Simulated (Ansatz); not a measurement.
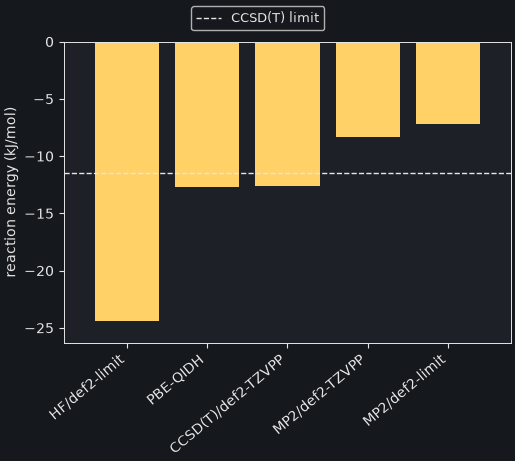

Electronic reaction energy of BNH₂BrF (NB(F)Br) + NH₃ (N) → BN₂H₄F (NB(N)F) + HBr (Br) (SMILES in brackets) at several levels (functionals in def2-TZVPP unless a basis is named), isolated molecules at PBE0-D4 triple-zeta geometries, minima by their frequencies, no zero-point or thermal terms, the Ansatz code 0.2.0. The line is frozen-core CCSD(T) at the basis limit (MP2 extrapolated from triple and quadruple zeta, plus CCSD(T) less MP2 in a smaller set). PBE-QIDH holds a correlation term that converges slowly with the basis, so part of the distance to the limit is basis error. No dispersion term is added to PBE-QIDH. The distance of CCSD(T)/def2-TZVPP and MP2/def2-TZVPP to the limit includes basis error.

**What do zero-point energy and temperature add?**

Zero-point change −7.8 kJ/mol; at 298.15 K and 1 bar the CCSD(T) limit plus thermal terms gives an enthalpy of reaction of −18.9 and a free energy of −16.7 kJ/mol (harmonic PBE0-D4 modes, ideal gas).

**What range do the values span, the line included?**

From −24.4 kJ/mol (HF/def2-limit) to −7.2 kJ/mol (MP2/def2-limit).

Note: no scalar relativity up to krypton; outer-core shells are correlated without core-valence functions, which makes the correlated values less sure.
